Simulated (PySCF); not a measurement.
C$_{5}$H$_{10}$BFS$_{2}$

Input file:

```
{"job": {"kind": "nmr", "xc": "PBE0", "basis": "pcSseg-1"}, "charge": 0, "multiplicity": 1}
C     -1.440286    -0.630349    -1.188224
C     -0.881796     0.323436    -0.131496
C     -1.873874     0.464943     1.019454
C      0.467466    -0.175905     0.397859
S      1.193033     1.031732     1.607510
B      2.884540     0.629355     1.313869
S      3.189744    -0.518232    -0.013996
C      1.486094    -0.442044    -0.699391
F      1.453388     0.543007    -1.650648
H     -1.499145    -1.644461    -0.796724
H     -0.828846    -0.632424    -2.086425
H     -2.441974    -0.312864    -1.466612
H     -0.722880     1.305428    -0.587752
H     -2.067032    -0.504577     1.474126
H     -2.813896     0.867043     0.650808
H     -1.487074     1.134938     1.782332
H      0.328423    -1.103047     0.963351
H      3.745584     1.060996     1.962066
H      1.298728    -1.387724    -1.217684
```

Run with:

```sh
OMP_NUM_THREADS=1 python probes_run.py task.json out
```

Geometry: GFN2-xTB.

Level of theory: PBE0/pcSseg-1, SCF density, gas phase, non-relativistic (PySCF).

Q: What will maps of the electron density and electron localisation function show?

A: B–S (1.76 Å): ρ is about 1.3 e/Å³ halfway; the ELF peaks at about 0.95 between the atoms; localised, covalent bonding.
C–S (1.86 Å): the density is about 1.2 e/Å³ at the midpoint; the ELF peaks at about 0.90 between the atoms; localised, covalent bonding.
C–H (1.09 Å): the density is about 2 e/Å³ at the midpoint; the ELF climbs to about 1 towards the hydrogen, as it does in any bond to H; a covalent bond by its length.
B–H (1.16 Å): the density is about 1.3 e/Å³ at the midpoint; the ELF climbs to about 1 towards the hydrogen (a covalent bond by its length).

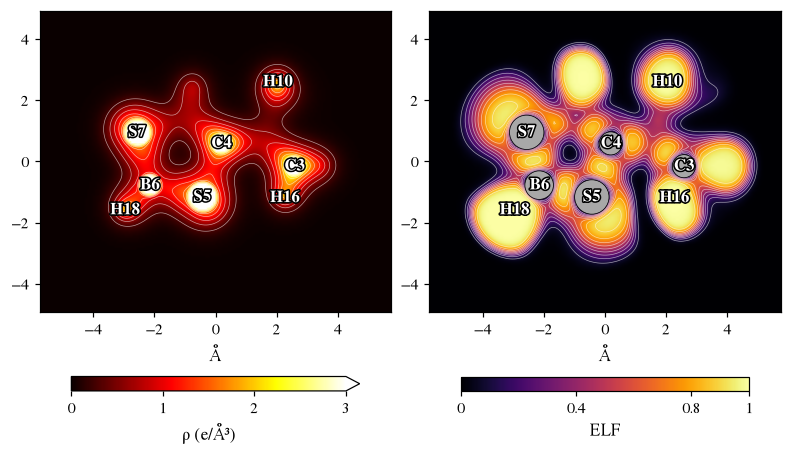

Computed electron density and electron localisation function on the plane of atoms C4, S5 and B6, in this order. Grey discs cover the atomic cores in the ELF map. 
